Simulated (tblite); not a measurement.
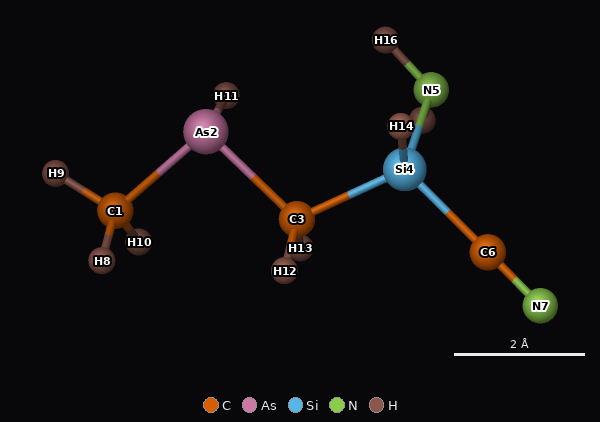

**Figure 1.** The starting structure (ball-and-stick view, seen at a tilt; atoms are numbered from 1 in the order of the input).

Geometry relaxation of C3H9AsN2Si (part 1 of 3)

The run: geometry relaxation of C3H9AsN2Si. Method and program: GFN2-xTB geometry optimisation, gas phase (tblite 0.8.0).

It belongs to a series of runs on one base structure; here: N replaced by As.

**Output**
```
step      E/eV     max force
  0    -568.18411    2.600
  1    -568.21901    6.607
  2    -568.38255    1.068
  3    -568.40939    0.414
  4    -568.42404    0.282
  5    -568.44369    0.478
  6    -568.45340    0.338
  7    -568.46351    0.183
  8    -568.47001    0.215
  9    -568.47619    0.251
 10    -568.48257    0.287
 11    -568.49014    0.267
 12    -568.49756    0.246
 13    -568.50336    0.207
 14    -568.50768    0.194
 15    -568.51248    0.245
 16    -568.51838    0.213
 17    -568.52403    0.238
 18    -568.52838    0.164
 19    -568.53188    0.184
 20    -568.53516    0.177
 21    -568.53806    0.139
 22    -568.54030    0.129
 23    -568.54214    0.118
 24    -568.54415    0.153
 25    -568.54641    0.144
 26    -568.54846    0.114
 27    -568.54994    0.101
 28    -568.55095    0.087
 29    -568.55161    0.068
 30    -568.55206    0.062
 31    -568.55244    0.052
 32    -568.55284    0.071
 33    -568.55338    0.079
 34    -568.55407    0.073
 35    -568.55475    0.059
 36    -568.55525    0.050
 37    -568.55562    0.054
 38    -568.55601    0.050
 39    -568.55651    0.064
 40    -568.55711    0.078
 41    -568.55773    0.064
 42    -568.55832    0.063
 43    -568.55896    0.060
 44    -568.55974    0.073
 45    -568.56056    0.090
 46    -568.56119    0.072
 47    -568.56162    0.056
 48    -568.56198    0.052
 49    -568.56236    0.084
 50    -568.56288    0.085
 51    -568.56346    0.077
 52    -568.56366    0.035
 53    -568.56378    0.029
 54    -568.56390    0.052
 55    -568.56409    0.077
 56    -568.56437    0.118
 57    -568.56472    0.093
 58    -568.56507    0.062
 59    -568.56532    0.056
 60    -568.56551    0.059
 61    -568.56570    0.058
 62    -568.56592    0.039
 63    -568.56608    0.042
 64    -568.56629    0.046
 65    -568.56650    0.047
 66    -568.56668    0.026
 67    -568.56679    0.025
 68    -568.56685    0.024
 69    -568.56694    0.031
 70    -568.56706    0.036
 71    -568.56723    0.045
 72    -568.56735    0.036
 73    -568.56742    0.026
 74    -568.56748    0.025
 75    -568.56759    0.030
 76    -568.56774    0.037
 77    -568.56789    0.035
 78    -568.56801    0.028
 79    -568.56811    0.026
 80    -568.56821    0.033
 81    -568.56837    0.046
 82    -568.56861    0.057
 83    -568.56893    0.058
 84    -568.56921    0.043
 85    -568.56943    0.088
 86    -568.56974    0.061
 87    -568.57007    0.055
 88    -568.57031    0.041
 89    -568.57041    0.050
 90    -568.57049    0.041
 91    -568.57064    0.025
 92    -568.57087    0.043
 93    -568.57131    0.132
 94    -568.57163    0.046
 95    -568.57204    0.064
 96    -568.57253    0.171
 97    -568.57291    0.119
 98    -568.57349    0.067
 99    -568.57174    0.588
100    -568.57467    0.078
101    -568.57532    0.111
102    -568.52426    1.874
103    -568.57605    0.091
104    -568.57667    0.097
105    -568.53697    1.912
106    -568.57807    0.071
107    -568.57930    0.088
108    -568.51586    2.325
109    -568.58073    0.098
110    -568.58205    0.117
111    -568.48821    2.539
112    -568.58340    0.133
113    -568.58456    0.162
114    -568.52884    1.947
115    -568.58574    0.191
116    -568.58652    0.228
117    -568.58684    0.473
118    -568.58730    0.313
119    -568.58725    0.337
120    -568.58729    0.314
121    -568.58729    0.313
122    -568.58740    0.299
123    -568.58754    0.290
124    -568.58786    0.279
125    -568.58840    0.279
126    -568.58924    0.306
127    -568.59011    0.356
128    -568.59119    0.371
129    -568.59402    0.390
130    -568.59735    0.441
131    -568.60118    0.343
132    -568.60412    0.296
133    -568.60565    0.116
134    -568.60656    0.180
135    -568.60777    0.070
136    -568.60897    0.094
137    -568.61000    0.122
138    -568.61093    0.124
139    -568.61178    0.098
140    -568.61253    0.081
141    -568.61324    0.056
142    -568.61387    0.074
143    -568.61444    0.076
144    -568.61492    0.064
145    -568.61531    0.043
146    -568.61563    0.049
147    -568.61589    0.048
148    -568.61609    0.053
149    -568.61628    0.057
150    -568.61654    0.064
151    -568.61691    0.073
152    -568.61741    0.075
153    -568.61790    0.053
154    -568.61822    0.037
155    -568.61841    0.028
156    -568.61858    0.030
157    -568.61879    0.032
158    -568.61901    0.037
159    -568.61923    0.031
160    -568.61947    0.035
161    -568.61978    0.044
162    -568.62018    0.046
163    -568.62055    0.066
164    -568.62084    0.052
165    -568.62109    0.043
166    -568.62138    0.028
167    -568.62164    0.025
168    -568.62191    0.026
169    -568.62205    0.042
170    -568.62214    0.037
171    -568.62222    0.032
172    -568.62235    0.028
173    -568.62242    0.035
174    -568.62249    0.021
175    -568.62257    0.026
176    -568.62269    0.024
177    -568.62285    0.033
178    -568.62301    0.036
179    -568.62317    0.031
180    -568.62339    0.035
181    -568.62367    0.042
182    -568.62394    0.067
183    -568.62415    0.072
184    -568.62429    0.057
185    -568.62440    0.033
186    -568.62450    0.023
187    -568.62457    0.022
188    -568.62462    0.017
189    -568.62468    0.018
190    -568.62475    0.022
191    -568.62484    0.027
192    -568.62495    0.033
193    -568.62503    0.030
194    -568.62510    0.024
195    -568.62515    0.021
196    -568.62519    0.017
197    -568.62523    0.015
198    -568.62527    0.014
199    -568.62530    0.015
200    -568.62531    0.015
201    -568.62532    0.005
```

**Trajectory as extended XYZ (Å, eV, eV/Å), 30 of the 202 frames kept, from step=0 to step=201**
```
16
Properties=species:S:1:pos:R:3:forces:R:3 step=0 energy=-568.18411
C     2.7957   -0.4427   -0.4172    0.2620  -0.1050  -0.1620
As    1.4837   -0.0731    1.0121    0.1770  -0.6850  -0.0350
C     0.0800    0.4548   -0.2365   -0.2050   0.2990  -0.7660
Si   -1.5304    0.7335    0.6783    0.1420  -1.2840   1.9860
N    -2.0858   -0.8151    1.4197    1.4000   0.5280  -0.8040
C    -2.7978    1.3347   -0.4690   -1.8900   0.7480  -1.6220
N    -3.5967    1.7266   -1.2054    0.8710  -0.3920   0.7590
H     3.0958    0.5208   -0.8870   -0.1090  -0.6950   0.2500
H     3.6865   -0.9375    0.0159   -0.3740   0.2810  -0.3960
H     2.3312   -1.1076   -1.1754    0.4260   0.4500   0.3450
H     1.0024   -1.5665    1.0583    0.1750   0.5520   0.1030
H     0.3599    1.4019   -0.7370    0.0830  -0.5080   0.0600
H    -0.0830   -0.3296   -0.9953    0.2920   0.3740   0.0370
H    -1.3181    1.7218    1.7452   -0.1470  -0.0030   0.0120
H    -2.0535   -1.5261    0.6598   -0.1850   0.3680   0.9740
H    -1.3774   -1.0868    2.1393   -0.9170   0.0730  -0.7400
16
Properties=species:S:1:pos:R:3:forces:R:3 step=7 energy=-568.46351
C     2.8050   -0.4599   -0.4098    0.1120  -0.0240  -0.1140
As    1.4946   -0.0969    1.0009    0.0150   0.1530   0.0050
C     0.0642    0.4696   -0.2538    0.1220   0.0530  -0.0440
Si   -1.5348    0.7422    0.7228    0.0930  -0.1580   0.0070
N    -2.0100   -0.7849    1.3760   -0.0900  -0.0890   0.0880
C    -2.8504    1.3169   -0.4724   -0.0350   0.0220   0.0120
N    -3.6032    1.7366   -1.2257   -0.0310  -0.0330  -0.0160
H     3.0997    0.4800   -0.8719    0.0500   0.1060  -0.0010
H     3.7007   -0.9344   -0.0203    0.0710  -0.0730   0.0360
H     2.3744   -1.0899   -1.1831    0.0020  -0.0950  -0.0690
H     1.0169   -1.5255    1.0714   -0.0380  -0.0870   0.0360
H     0.3889    1.3788   -0.7538    0.0980   0.1500  -0.0230
H    -0.0522   -0.2916   -1.0279   -0.0500   0.0080  -0.0130
H    -1.3510    1.7346    1.7871   -0.1140  -0.0440   0.0080
H    -2.1060   -1.5500    0.7217   -0.1390   0.0570  -0.0040
H    -1.4444   -1.1167    2.1446   -0.0670   0.0550   0.0920
16
Properties=species:S:1:pos:R:3:forces:R:3 step=14 energy=-568.50768
C     2.8495   -0.4775   -0.4389    0.0090  -0.0210  -0.0110
As    1.5350   -0.0846    0.9645   -0.0510   0.1510   0.1110
C     0.0956    0.5135   -0.2764    0.0410  -0.0660   0.0610
Si   -1.5204    0.7165    0.7128    0.0470  -0.0170   0.0330
N    -2.0316   -0.7839    1.3960   -0.0500   0.0320  -0.0230
C    -2.8598    1.2992   -0.4564    0.0990  -0.0720  -0.0580
N    -3.6097    1.7078   -1.2183   -0.0840  -0.0010  -0.0100
H     3.1435    0.4793   -0.8728    0.0790  -0.0650  -0.0760
H     3.7370   -0.9621   -0.0381    0.0310   0.0020   0.0110
H     2.4233   -1.1089   -1.2150    0.0170   0.0080  -0.0830
H     1.0173   -1.5021    1.0976    0.0020  -0.0180  -0.0720
H     0.4412    1.4314   -0.7637   -0.1360  -0.0580   0.1070
H    -0.0432   -0.2422   -1.0553    0.0620   0.0770  -0.0320
H    -1.4378    1.6930    1.8003    0.0320   0.0220   0.0390
H    -2.2227   -1.5501    0.7664   -0.0370   0.0070   0.0840
H    -1.5247   -1.1203    2.2030   -0.0600   0.0200  -0.0820
16
Properties=species:S:1:pos:R:3:forces:R:3 step=21 energy=-568.53806
C     2.8886   -0.4887   -0.4658   -0.0030   0.0050   0.0130
As    1.5782   -0.0555    0.9499    0.0370  -0.0330  -0.0850
C     0.1191    0.5241   -0.2602   -0.0680   0.0610  -0.0200
Si   -1.5091    0.6917    0.7152   -0.0880   0.0210   0.0120
N    -2.0991   -0.7708    1.4134    0.0510  -0.0020  -0.0200
C    -2.8218    1.2594   -0.4948    0.0200  -0.0500   0.1280
N    -3.6346    1.6606   -1.1929   -0.0380   0.0040  -0.1150
H     3.2247    0.4471   -0.9164    0.0110  -0.0230   0.0130
H     3.7603   -0.9870   -0.0418   -0.0280  -0.0160  -0.0340
H     2.4648   -1.1145   -1.2517   -0.0040   0.0110   0.0670
H     1.0324   -1.4661    1.0799    0.0700   0.0060  -0.0150
H     0.4080    1.4824   -0.7021   -0.0150  -0.0260   0.0460
H     0.0041   -0.1869   -1.0856    0.0530   0.0480   0.0670
H    -1.4731    1.6663    1.8152    0.0710  -0.0160  -0.0670
H    -2.3461   -1.5470    0.8165   -0.0100   0.0530   0.0530
H    -1.6039   -1.1061    2.2269   -0.0590  -0.0430  -0.0440
16
Properties=species:S:1:pos:R:3:forces:R:3 step=28 energy=-568.55095
C     2.9118   -0.4926   -0.4823   -0.0330   0.0030   0.0280
As    1.6065   -0.0349    0.9333    0.0480  -0.0680   0.0240
C     0.1184    0.5475   -0.2416    0.0210   0.0090  -0.0310
Si   -1.5223    0.6807    0.7179    0.0060   0.0020   0.0230
N    -2.1239   -0.7691    1.4215   -0.0190   0.0000   0.0160
C    -2.8445    1.2346   -0.4881    0.0300  -0.0210   0.0090
N    -3.6364    1.6178   -1.2206   -0.0020  -0.0220  -0.0230
H     3.2784    0.4282   -0.9395   -0.0150  -0.0400  -0.0070
H     3.7662   -1.0156   -0.0514   -0.0330   0.0190  -0.0070
H     2.4723   -1.1227   -1.2551   -0.0070   0.0520   0.0050
H     1.0810   -1.4540    1.0589    0.0250   0.0350   0.0180
H     0.3845    1.5251   -0.6516    0.0170   0.0080  -0.0070
H     0.0417   -0.1436   -1.0836   -0.0420   0.0140  -0.0310
H    -1.4474    1.6638    1.8026    0.0100   0.0340   0.0100
H    -2.4332   -1.5325    0.8423   -0.0240  -0.0060  -0.0270
H    -1.6609   -1.1237    2.2429    0.0160  -0.0200  -0.0010
16
Properties=species:S:1:pos:R:3:forces:R:3 step=35 energy=-568.55475
C     2.9104   -0.4930   -0.4839   -0.0060   0.0090  -0.0270
As    1.6193   -0.0303    0.9330   -0.0500  -0.0230   0.0220
C     0.1232    0.5551   -0.2377   -0.0080   0.0000   0.0170
Si   -1.5176    0.6796    0.7307    0.0330   0.0130  -0.0220
N    -2.1372   -0.7679    1.4270    0.0170   0.0230   0.0070
C    -2.8371    1.2151   -0.4865   -0.0020   0.0060  -0.0270
N    -3.6236    1.5803   -1.2345    0.0260  -0.0320   0.0120
H     3.2868    0.4186   -0.9472    0.0170   0.0380   0.0110
H     3.7584   -1.0263   -0.0552   -0.0120  -0.0130  -0.0300
H     2.4569   -1.1078   -1.2590   -0.0070  -0.0320  -0.0050
H     1.1050   -1.4516    1.0673   -0.0050   0.0290   0.0150
H     0.3930    1.5373   -0.6356   -0.0110   0.0090   0.0180
H     0.0330   -0.1166   -1.0948    0.0090  -0.0210   0.0190
H    -1.4336    1.6798    1.8011   -0.0100  -0.0140   0.0060
H    -2.4719   -1.5182    0.8441   -0.0240   0.0170  -0.0360
H    -1.6727   -1.1453    2.2368    0.0340  -0.0090   0.0200
16
Properties=species:S:1:pos:R:3:forces:R:3 step=42 energy=-568.55832
C     2.8980   -0.4897   -0.4925    0.0340  -0.0320  -0.0080
As    1.6221   -0.0271    0.9390    0.0180   0.0150  -0.0050
C     0.1280    0.5606   -0.2288    0.0040   0.0130   0.0460
Si   -1.5065    0.6877    0.7434   -0.0020  -0.0060  -0.0140
N    -2.1303   -0.7604    1.4311   -0.0160   0.0030   0.0040
C    -2.8178    1.1922   -0.4939   -0.0390   0.0230  -0.0250
N    -3.6045    1.5247   -1.2569    0.0290  -0.0220   0.0090
H     3.2907    0.4230   -0.9423   -0.0380  -0.0020  -0.0150
H     3.7407   -1.0429   -0.0822    0.0370  -0.0200   0.0400
H     2.4363   -1.0986   -1.2678   -0.0360   0.0410  -0.0320
H     1.1122   -1.4449    1.0891   -0.0270  -0.0100  -0.0080
H     0.3992    1.5483   -0.6117    0.0000  -0.0010  -0.0240
H     0.0332   -0.1036   -1.0920    0.0240   0.0050   0.0370
H    -1.4289    1.6905    1.8112   -0.0100  -0.0060   0.0010
H    -2.5168   -1.4773    0.8381   -0.0110  -0.0030   0.0060
H    -1.6632   -1.1735    2.2219    0.0340   0.0000  -0.0120
16
Properties=species:S:1:pos:R:3:forces:R:3 step=49 energy=-568.56236
C     2.8901   -0.4961   -0.5017   -0.0190   0.0150   0.0120
As    1.6367   -0.0284    0.9510    0.0340   0.0770  -0.0010
C     0.1396    0.5748   -0.2038    0.0090   0.0010   0.0050
Si   -1.5011    0.6984    0.7547   -0.0130  -0.0130   0.0020
N    -2.1270   -0.7512    1.4368   -0.0270  -0.0480  -0.0190
C    -2.8039    1.1736   -0.5036   -0.0290   0.0050  -0.0270
N    -3.5831    1.4614   -1.2919    0.0270   0.0000   0.0220
H     3.2803    0.4233   -0.9407    0.0180  -0.0120   0.0110
H     3.7310   -1.0667   -0.1078   -0.0220   0.0050  -0.0360
H     2.4027   -1.0716   -1.2877    0.0090  -0.0180   0.0220
H     1.1026   -1.4334    1.1057   -0.0210  -0.0560  -0.0160
H     0.4055    1.5598   -0.5967    0.0310   0.0050   0.0060
H     0.0499   -0.0950   -1.0622   -0.0070  -0.0070  -0.0030
H    -1.4327    1.6987    1.8238   -0.0160   0.0220   0.0020
H    -2.5685   -1.4357    0.8420    0.0150   0.0150   0.0540
H    -1.6296   -1.2028    2.1878    0.0120   0.0090  -0.0340
```
